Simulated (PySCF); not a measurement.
Molecule: H₂Cl₂F₃NSi₂, SMILES F[Si](F)(F)N[SiH](Cl)Cl. Atoms near the plane z = 0.6 Å, at the B3LYP/def2-SVP optimised geometry (x, y, z in Å): Si1 (-0.1, -1.9, 0.0), F2 (-0.6, -2.7, 1.3), F3 (1.5, -1.9, 0.0), N5 (-0.6, -0.3, 0.0), Si6 (0.4, 1.2, 0.0), Cl8 (-0.8, 2.7, 0.7), H9 (-1.6, -0.1, -0.1), H10 (1.6, 1.0, 0.8).

Calculation: B3LYP/def2-TZVP (PySCF 2.14.0). Cells within 0.4 Å of a nucleus heavier than hydrogen are left out (blank, or x). The values are rescaled to run from 0 to 1.

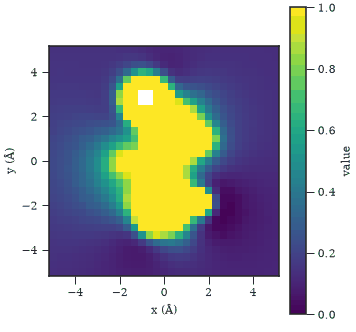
Fig. 1. a field on the plane z = 0.6 Å.

Task: Which quantity is mapped?
A. an orbital amplitude
B. deformation density (molecule minus spherical neutral atoms)
C. electron localisation function
D. electrostatic potential

Result: D, electrostatic potential. In full: electrostatic potential (hartree/e), clipped to [-0.08, 0.12].
